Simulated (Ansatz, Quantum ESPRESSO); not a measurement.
# TmGa3 (Pm-3m): zone-centre phonons, part 2 of 4

Aim: the zone-centre modes of TmGa3 (Pm-3m).

Quantum ESPRESSO 7.5; DFT PBEsol, scalar-relativistic, plane waves, PseudoDojo norm-conserving, 4f in core pseudopotentials.

So far. Step 2 (A probe with smearing): No gap opens on this mesh, so smearing is kept; the start stands at -0.59 GPa. Step 4 (Self-consistent run for the response): The cell stands at -0.046 GPa, close enough for phonons. The relaxed cell has a = 4.164 Å (conventional setting).

## (5) Linear response at Γ

At q = 0 one unit cell holds all displacements; symmetry groups them into irreducible representations that are solved one by one. With smeared occupations no response to a homogeneous field can be asked.

File ph.in:

```
phonons
&INPUTPH
  prefix       = 'x'
  outdir       = './tmp'
  fildyn       = 'g.dyn'
  tr2_ph       = 1.0d-18
  alpha_mix(1) = 0.4
  nmix_ph      = 8
/
0.000000000000 0.000000000000 0.000000000000
```

Started as:

```
$ OMP_NUM_THREADS=1 mpirun -n 4 ph.x -nk 4 -in ph.in > ph.out
```

The program printed:

```text
[banners, grids, parts of the stress and lines that vanish by symmetry left out]
[banner, memory and clock lines left out]
Program PHONON v.7.5

     ./tmp/x.save/

     IMPORTANT: XC functional enforced from input :
     Exchange-correlation= PBESOL
                           (   1   4  10   8   0   0   0)
     Any further DFT definition will be discarded
     Please, verify this is what you really want

     G-vector sticks info

     Reading collected, re-writing distributed wavefunctions in ./tmp/

     Number and degeneracy of irreps per q-point
       N         xq(1)         xq(2)         xq(3)   N irreps
       1   0.000000000   0.000000000   0.000000000       4
        3   3   3   3

     Calculation of q =    0.0000000   0.0000000   0.0000000

     phonons

     bravais-lattice index     =            1
     lattice parameter (alat)  =       7.8692  a.u.
     unit-cell volume          =     487.2954 (a.u.)^3
     number of atoms/cell      =            4
     number of atomic types    =            2
     kinetic-energy cut-off    =      80.0000  Ry
     charge density cut-off    =     320.0000  Ry
     convergence threshold     =      1.0E-18
     beta                      =       0.4000
     number of iterations used =            8
     Exchange-correlation= PBESOL
                           (   1   4  10   8   0   0   0)

     celldm(1)=    7.86920  celldm(2)=    0.00000  celldm(3)=    0.00000
     celldm(4)=    0.00000  celldm(5)=    0.00000  celldm(6)=    0.00000

     crystal axes: (cart. coord. in units of alat)
               a(1) = (  1.0000  0.0000  0.0000 )
               a(2) = (  0.0000  1.0000  0.0000 )
               a(3) = (  0.0000  0.0000  1.0000 )

     reciprocal axes: (cart. coord. in units 2 pi/alat)
               b(1) = (  1.0000  0.0000  0.0000 )
               b(2) = (  0.0000  1.0000  0.0000 )
               b(3) = (  0.0000  0.0000  1.0000 )

     Atoms inside the unit cell:

     Cartesian axes

     site n.  atom      mass           positions (alat units)
        1  Tm    168.9342   tau(    1) = (    0.00000    0.00000    0.00000  )
        2  Ga     69.7230   tau(    2) = (    0.00000    0.50000    0.50000  )
        3  Ga     69.7230   tau(    3) = (    0.50000    0.00000    0.50000  )
        4  Ga     69.7230   tau(    4) = (    0.50000    0.50000    0.00000  )

     Computing dynamical matrix for
                    q = (   0.0000000   0.0000000   0.0000000 )

     49 Sym.Ops. (with q -> -q+G )

     G cutoff =  501.9400  (  47089 G-vectors)     FFT grid: ( 45, 45, 45)

     number of k points=    56  Marzari-Vanderbilt smearing, width (Ry)=  0.0200
                       cart. coord. in units 2pi/alat
        k(    1) = (   0.0000000   0.0000000   0.0000000), wk =   0.0020000
        k(    2) = (   0.0000000   0.0000000   0.1000000), wk =   0.0120000
        k(    3) = (   0.0000000   0.0000000   0.2000000), wk =   0.0120000
        [... further k-points left out ...]

     PseudoPot. # 1 for Tm read from file:
     ./pseudo/Tm.upf
     Pseudo is Norm-conserving + core correction, Zval = 11.0
     Using radial grid of 1946 points,  7 beta functions with:
                l(1) =   0
                l(2) =   0
                l(3) =   1
                l(4) =   1
                l(5) =   2
                l(6) =   2
                l(7) =   3

     PseudoPot. # 2 for Ga read from file:
     ./pseudo/Ga.upf
     Pseudo is Norm-conserving + core correction, Zval = 13.0
     Using radial grid of 1902 points,  6 beta functions with:
                l(1) =   0
                l(2) =   0
                l(3) =   1
                l(4) =   1
                l(5) =   2
                l(6) =   2

     Mode symmetry, O_h (m-3m)  point group:

     Atomic displacements:
     There are    4 irreducible representations

     Representation     1      3 modes -  To be done

     Representation     2      3 modes -  To be done

     Representation     3      3 modes -  To be done

     Representation     4      3 modes -  To be done

     Alpha used in Ewald sum =   2.8000

     Representation #   1 modes #   1   2   3

     Self-consistent Calculation
      iter #   1   av.it.:  10.7
      thresh= 1.000E-02 alpha_mix =  0.400 |ddv_scf|^2 =  6.000E-06
      iter #   2   av.it.:  16.6
      thresh= 2.449E-04 alpha_mix =  0.400 |ddv_scf|^2 =  1.725E-07
      iter #   3   av.it.:  15.9
      thresh= 4.153E-05 alpha_mix =  0.400 |ddv_scf|^2 =  6.166E-09
      iter #   4   av.it.:  16.8
      thresh= 7.852E-06 alpha_mix =  0.400 |ddv_scf|^2 =  4.645E-10
      iter #   5   av.it.:  16.5
      thresh= 2.155E-06 alpha_mix =  0.400 |ddv_scf|^2 =  1.728E-11
      iter #   6   av.it.:  16.2
      thresh= 4.157E-07 alpha_mix =  0.400 |ddv_scf|^2 =  6.976E-13
      iter #   7   av.it.:  16.1
      thresh= 8.352E-08 alpha_mix =  0.400 |ddv_scf|^2 =  3.570E-14
      iter #   8   av.it.:  16.1
      thresh= 1.890E-08 alpha_mix =  0.400 |ddv_scf|^2 =  2.074E-15
      iter #   9   av.it.:  16.5
      thresh= 4.554E-09 alpha_mix =  0.400 |ddv_scf|^2 =  5.183E-17
      iter #  10   av.it.:  16.7
      thresh= 7.199E-10 alpha_mix =  0.400 |ddv_scf|^2 =  4.965E-19

     End of self-consistent calculation

     Convergence has been achieved

     Representation #   2 modes #   4   5   6

     Self-consistent Calculation
      iter #   1   av.it.:   9.9
      thresh= 1.000E-02 alpha_mix =  0.400 |ddv_scf|^2 =  2.425E-06
      iter #   2   av.it.:  16.4
      thresh= 1.557E-04 alpha_mix =  0.400 |ddv_scf|^2 =  6.322E-08
      iter #   3   av.it.:  16.6
      thresh= 2.514E-05 alpha_mix =  0.400 |ddv_scf|^2 =  3.508E-09
      iter #   4   av.it.:  16.4
      thresh= 5.923E-06 alpha_mix =  0.400 |ddv_scf|^2 =  6.283E-10
[...]
End of self-consistent calculation

     Convergence has been achieved

     Representation #   3 modes #   7   8   9

     Self-consistent Calculation
[...]
End of self-consistent calculation

     Convergence has been achieved

     Representation #   4 modes #  10  11  12

     Self-consistent Calculation
[...]
iter #   3   av.it.:  16.9
      thresh= 1.729E-05 alpha_mix =  0.400 |ddv_scf|^2 =  1.748E-09
      iter #   4   av.it.:  16.6
      thresh= 4.181E-06 alpha_mix =  0.400 |ddv_scf|^2 =  1.981E-11
      iter #   5   av.it.:  16.2
      thresh= 4.451E-07 alpha_mix =  0.400 |ddv_scf|^2 =  9.394E-13
      iter #   6   av.it.:  16.4
      thresh= 9.692E-08 alpha_mix =  0.400 |ddv_scf|^2 =  7.545E-14
      iter #   7   av.it.:  16.7
      thresh= 2.747E-08 alpha_mix =  0.400 |ddv_scf|^2 =  1.098E-16
      iter #   8   av.it.:  16.2
      thresh= 1.048E-09 alpha_mix =  0.400 |ddv_scf|^2 =  2.473E-17
      iter #   9   av.it.:  17.2
      thresh= 4.973E-10 alpha_mix =  0.400 |ddv_scf|^2 =  9.301E-20

     End of self-consistent calculation

     Convergence has been achieved

     Number of q in the star =    1
     List of q in the star:
          1   0.000000000   0.000000000   0.000000000

     Diagonalizing the dynamical matrix

     q = (    0.000000000   0.000000000   0.000000000 )

 **************************************************************************
     freq (    1) =       0.029139 [THz] =       0.971975 [cm-1]
     freq (    2) =       0.029139 [THz] =       0.971975 [cm-1]
     freq (    3) =       0.029139 [THz] =       0.971975 [cm-1]
     freq (    4) =       2.922659 [THz] =      97.489402 [cm-1]
     freq (    5) =       2.922659 [THz] =      97.489402 [cm-1]
     freq (    6) =       2.922659 [THz] =      97.489402 [cm-1]
     freq (    7) =       4.103779 [THz] =     136.887328 [cm-1]
     freq (    8) =       4.103779 [THz] =     136.887328 [cm-1]
     freq (    9) =       4.103779 [THz] =     136.887328 [cm-1]
     freq (   10) =       5.660422 [THz] =     188.811347 [cm-1]
     freq (   11) =       5.660422 [THz] =     188.811347 [cm-1]
     freq (   12) =       5.660422 [THz] =     188.811347 [cm-1]
 **************************************************************************

     Mode symmetry, O_h (m-3m)  point group:

     freq (   1-   3) =          1.0  [cm-1]   --> T_1u G_15  G_4- I
     freq (   4-   6) =         97.5  [cm-1]   --> T_1u G_15  G_4- I
     freq (   7-   9) =        136.9  [cm-1]   --> T_2u G_25  G_5-
     freq (  10-  12) =        188.8  [cm-1]   --> T_1u G_15  G_4- I
```

Run time: 32 min. Hardware: 4 MPI ranks of Arm Neoverse V1, shared host.

This step gave:

```
largest acoustic frequency at the zone centre before the sum rule : 0.97 cm⁻¹
highest optical zone-centre mode (no LO-TO term)                  : 188.8 cm⁻¹
lowest optical zone-centre mode                                   : 97.49 cm⁻¹
```

The acoustic modes at Γ come out as far as 1.0 cm⁻¹ from zero, where they should vanish, a small numerical error.

## (6) Modes with the sum rule

A rigid shift of the crystal must cost nothing, but grids and finite bases break this; the acoustic sum rule is imposed before the matrix is diagonalised again.

File dynmat.in:

```
&INPUT
  fildyn = 'g.dyn'
  asr    = 'simple'
  fileig = 'dynmat.eig'
/
```

Started as:

```
$ dynmat.x -in dynmat.in > dynmat.out
```

The program printed:

```text
[banner, memory and clock lines left out]
Program DYNMAT v.7.5

     Reading Dynamical Matrix from file g.dyn
     ...Force constants read
     ...epsilon and Z* not read (not found on file)
     A direction for q was not specified:TO-LO splitting will be absent

     Polarizability (A^3 units)
     multiply by 1.000000 for Clausius-Mossotti correction
         0.000000    0.000000    0.000000
         0.000000    0.000000    0.000000
         0.000000    0.000000    0.000000

     IR activities are in (D/A)^2/amu units

# mode   [cm-1]    [THz]      IR
    1     -0.00   -0.0000    0.0000
    2      0.00    0.0000    0.0000
    3      0.00    0.0000    0.0000
    4     97.54    2.9243    0.0000
    5     97.54    2.9243    0.0000
    6     97.54    2.9243    0.0000
    7    136.80    4.1013    0.0000
    8    136.80    4.1013    0.0000
    9    136.80    4.1013    0.0000
   10    188.79    5.6597    0.0000
   11    188.79    5.6597    0.0000
   12    188.79    5.6597    0.0000

[end of the log left out, with the tail of the file of modes that dynmat.x writes under the same name]
```

It took 0.47 s on 1 thread.

Numbers from this step:

```yaml
lowest_optical_zone_centre_mode: 97.54 cm⁻¹
```

Unit eigenvectors of the mass-weighted matrix after the sum rule; no LO-TO term. Modes at Γ, with each element's share of the kinetic energy:

| mode | frequency (cm⁻¹) | symmetry | Tm % | Ga % |
| --- | --- | --- | --- | --- |
| 1 | 0.0 | acoustic | 45 | 55 |
| 2 | 0.0 | acoustic | 45 | 55 |
| 3 | 0.0 | acoustic | 45 | 55 |
| 4 | 97.5 | T1u | 22 | 78 |
| 5 | 97.5 | T1u | 22 | 78 |
| 6 | 97.5 | T1u | 22 | 78 |
| 7 | 136.8 | T2u | 0 | 100 |
| 8 | 136.8 | T2u | 0 | 100 |
| 9 | 136.8 | T2u | 0 | 100 |
| 10 | 188.8 | T1u | 34 | 66 |
| 11 | 188.8 | T1u | 34 | 66 |
| 12 | 188.8 | T1u | 34 | 66 |

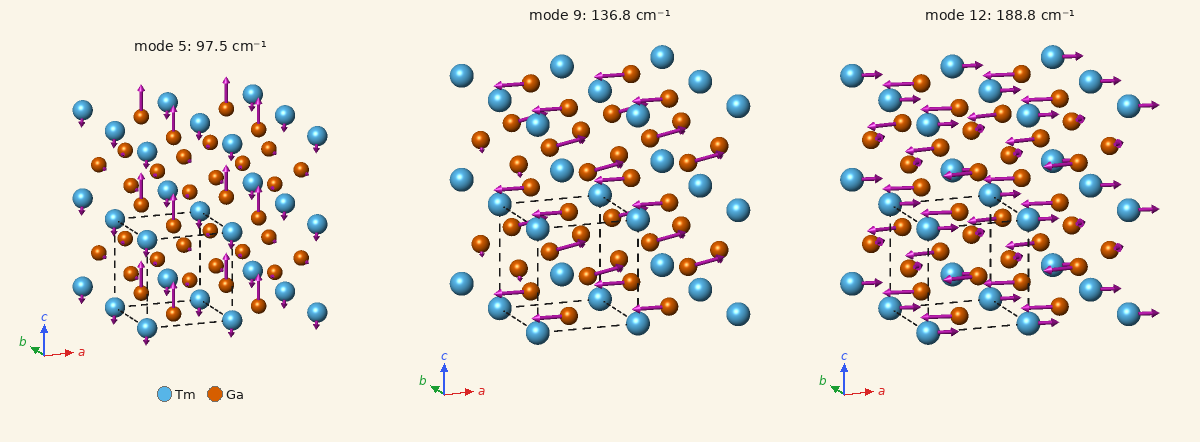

Displacement patterns of modes 5, 9 and 12 at Γ; arrows are exaggerated. 2×2×2 cells are drawn. Some periodic images of atoms are drawn too.

The rule moves no optical mode by more than 0.1 cm⁻¹.

## (7) Check by a frozen phonon

The atoms are moved along one mode, by 0.015 Å at most in any Cartesian component, and the restoring forces give its frequency without the response code: a check of the response kernel of this functional.

File frozen.in:

```
&CONTROL
  calculation = 'scf'
  prefix      = 'x'
  outdir      = './tmp'
  pseudo_dir  = './pseudo'
  tprnfor     = .true.
/
&SYSTEM
  ibrav       = 1
  celldm(1)   = 7.86920354
  nat         = 4
  ntyp        = 2
  ecutwfc     = 80.0
  input_dft   = 'pbesol'
  occupations = 'smearing'
  smearing    = 'mv'
  degauss     = 0.02
/
&ELECTRONS
  conv_thr         = 1.0d-11
  mixing_beta      = 0.7
  electron_maxstep = 100
/
ATOMIC_SPECIES
 Tm    168.9342  Tm.upf
 Ga     69.7230  Ga.upf
ATOMIC_POSITIONS crystal
 Tm     0.002417955  -0.000469522   0.000001695
 Ga     0.001345604   0.500699187   0.499998021
 Ga     0.496397870  -0.000261206   0.499998021
 Ga     0.496397870   0.500699187   0.000000660
K_POINTS automatic
 10 10 10 0 0 0
```

Started as:

```
$ OMP_NUM_THREADS=1 mpirun -n 4 pw.x -nk 4 -in frozen.in > frozen.out
```

The program printed:

```text
[banner, memory and clock lines left out]
Program PWSCF v.7.5

     IMPORTANT: XC functional enforced from input :
     Exchange-correlation= PBESOL
                           (   1   4  10   8   0   0   0)
     Any further DFT definition will be discarded
     Please, verify this is what you really want

     G-vector sticks info

     bravais-lattice index     =            1
     lattice parameter (alat)  =       7.8692  a.u.
     unit-cell volume          =     487.2954 (a.u.)^3
     number of atoms/cell      =            4
     number of atomic types    =            2
     number of electrons       =        50.00
     number of Kohn-Sham states=           30
     kinetic-energy cutoff     =      80.0000  Ry
     charge density cutoff     =     320.0000  Ry
     scf convergence threshold =      1.0E-11
     mixing beta               =       0.7000
     number of iterations used =            8  plain     mixing
     Exchange-correlation= PBESOL
                           (   1   4  10   8   0   0   0)

     celldm(1)=   7.869204  celldm(2)=   0.000000  celldm(3)=   0.000000
     celldm(4)=   0.000000  celldm(5)=   0.000000  celldm(6)=   0.000000

     crystal axes: (cart. coord. in units of alat)
               a(1) = (   1.000000   0.000000   0.000000 )
               a(2) = (   0.000000   1.000000   0.000000 )
               a(3) = (   0.000000   0.000000   1.000000 )

     reciprocal axes: (cart. coord. in units 2 pi/alat)
               b(1) = (  1.000000  0.000000  0.000000 )
               b(2) = (  0.000000  1.000000  0.000000 )
               b(3) = (  0.000000  0.000000  1.000000 )

     PseudoPot. # 1 for Tm read from file:
     ./pseudo/Tm.upf
     Pseudo is Norm-conserving + core correction, Zval = 11.0
     Using radial grid of 1946 points,  7 beta functions with:
                l(1) =   0
                l(2) =   0
                l(3) =   1
                l(4) =   1
                l(5) =   2
                l(6) =   2
                l(7) =   3

     PseudoPot. # 2 for Ga read from file:
     ./pseudo/Ga.upf
     Pseudo is Norm-conserving + core correction, Zval = 13.0
     Using radial grid of 1902 points,  6 beta functions with:
                l(1) =   0
                l(2) =   0
                l(3) =   1
                l(4) =   1
                l(5) =   2
                l(6) =   2

     atomic species   valence    mass     pseudopotential
     Tm               11.00   168.93420     Tm( 1.00)
     Ga               13.00    69.72300     Ga( 1.00)

      2 Sym. Ops. (no inversion) found

   Cartesian axes

     site n.     atom                  positions (alat units)
         1        Tm     tau(   1) = (   0.0024180  -0.0004695   0.0000017  )
         2        Ga     tau(   2) = (   0.0013456   0.5006992   0.4999980  )
         3        Ga     tau(   3) = (   0.4963979  -0.0002612   0.4999980  )
         4        Ga     tau(   4) = (   0.4963979   0.5006992   0.0000007  )

     number of k points=   312  Marzari-Vanderbilt smearing, width (Ry)=  0.0200

     Number of k-points >= 100: set verbosity='high' to print them.

     Dense  grid:    47089 G-vectors     FFT dimensions: (  45,  45,  45)

     Initial potential from superposition of free atoms

     starting charge      49.9888, renormalised to      50.0000
     Starting wfcs are   37 randomized atomic wfcs

     per-process dynamical memory:   249.9 Mb

     Self-consistent Calculation

     iteration #  1     ecut=    80.00 Ry     beta= 0.70
     Davidson diagonalization with overlap
     ethr =  1.00E-02,  avg # of iterations =  2.6

     Threshold (ethr) on eigenvalues was too large:
     Diagonalizing with lowered threshold

     Davidson diagonalization with overlap
     ethr =  1.24E-04,  avg # of iterations =  5.0

     total energy              =    -549.75663159 Ry
     estimated scf accuracy    <       0.06631723 Ry

     iteration #  2     ecut=    80.00 Ry     beta= 0.70
     Davidson diagonalization with overlap
     ethr =  1.33E-04,  avg # of iterations =  3.5

     total energy              =    -549.77359904 Ry
     estimated scf accuracy    <       0.01772574 Ry

     iteration #  3     ecut=    80.00 Ry     beta= 0.70
     Davidson diagonalization with overlap
     ethr =  3.55E-05,  avg # of iterations =  2.9

     total energy              =    -549.77760503 Ry
     estimated scf accuracy    <       0.00072343 Ry

     iteration #  4     ecut=    80.00 Ry     beta= 0.70
     Davidson diagonalization with overlap
     ethr =  1.45E-06,  avg # of iterations =  5.3

     total energy              =    -549.77779843 Ry
     estimated scf accuracy    <       0.00003468 Ry

     iteration #  5     ecut=    80.00 Ry     beta= 0.70
     Davidson diagonalization with overlap
     ethr =  6.94E-08,  avg # of iterations =  3.0

     total energy              =    -549.77780368 Ry
     estimated scf accuracy    <       0.00000359 Ry

     iteration #  6     ecut=    80.00 Ry     beta= 0.70
     Davidson diagonalization with overlap
     ethr =  7.18E-09,  avg # of iterations =  2.7

     total energy              =    -549.77780478 Ry
     estimated scf accuracy    <       0.00000076 Ry

     iteration #  7     ecut=    80.00 Ry     beta= 0.70
     Davidson diagonalization with overlap
     ethr =  1.52E-09,  avg # of iterations =  2.0

     total energy              =    -549.77780493 Ry
     estimated scf accuracy    <       0.00000001 Ry

     iteration #  8     ecut=    80.00 Ry     beta= 0.70
     Davidson diagonalization with overlap
     ethr =  2.33E-11,  avg # of iterations =  4.3

     total energy              =    -549.77780494 Ry
     estimated scf accuracy    <          2.3E-09 Ry

     iteration #  9     ecut=    80.00 Ry     beta= 0.70
     Davidson diagonalization with overlap
     ethr =  4.59E-12,  avg # of iterations =  2.1

     total energy              =    -549.77780494 Ry
     estimated scf accuracy    <          2.2E-11 Ry

     iteration # 10     ecut=    80.00 Ry     beta= 0.70
     Davidson diagonalization with overlap
     ethr =  1.00E-13,  avg # of iterations =  4.3

     total energy              =    -549.77780494 Ry
     estimated scf accuracy    <          2.2E-11 Ry

     iteration # 11     ecut=    80.00 Ry     beta= 0.70
     Davidson diagonalization with overlap
     ethr =  1.00E-13,  avg # of iterations =  2.0

     End of self-consistent calculation

     Number of k-points >= 100: set verbosity='high' to print the bands.

     the Fermi energy is    13.0090 ev

!    total energy              =    -549.77780494 Ry
     estimated scf accuracy    <          6.0E-13 Ry
     smearing contrib. (-TS)   =      -0.00000417 Ry
     internal energy E=F+TS    =    -549.77780077 Ry

     The total energy is F=E-TS. E is the sum of the following terms:
     one-electron contribution =    -163.73855270 Ry
     hartree contribution      =     126.49514868 Ry
     xc contribution           =    -147.54967622 Ry
     ewald contribution        =    -364.98472053 Ry

     convergence has been achieved in  11 iterations

     Forces acting on atoms (cartesian axes, Ry/au):

     atom    1 type  1   force =    -0.00867175    0.00168490    0.00000000
     atom    2 type  2   force =    -0.00199538   -0.00103481    0.00000000
     atom    3 type  2   force =     0.00533385    0.00038677    0.00000000
     atom    4 type  2   force =     0.00533328   -0.00103686    0.00000000

     Total force =     0.011883     Total SCF correction =     0.000005

     XML data file, charge density, pseudopotentials, collected wavefunctions
```

Run time: 4.8 min. Hardware: 4 MPI ranks; 19 min of CPU time.

Read from the output:

```yaml
frequency_from_the_forces: 188.8 cm⁻¹
frequency_from_linear_response: 188.8 cm⁻¹
```

The forces give 188.8 cm⁻¹ against 188.8 cm⁻¹ from linear response after the sum rule.

(Continued in part 3 of 4.)

[Host names and launcher messages were left out of these logs when they were recorded.]

[Logs are printed without paths, hosts, clocks, repeated set-up lines and the standing remarks that a program may print on its own settings, such as how far it seeks lower states.]

[Hosts, paths, dates, database ids (printed as entryN), source tags and the programs' standing remarks are cut or masked in the printed files.]
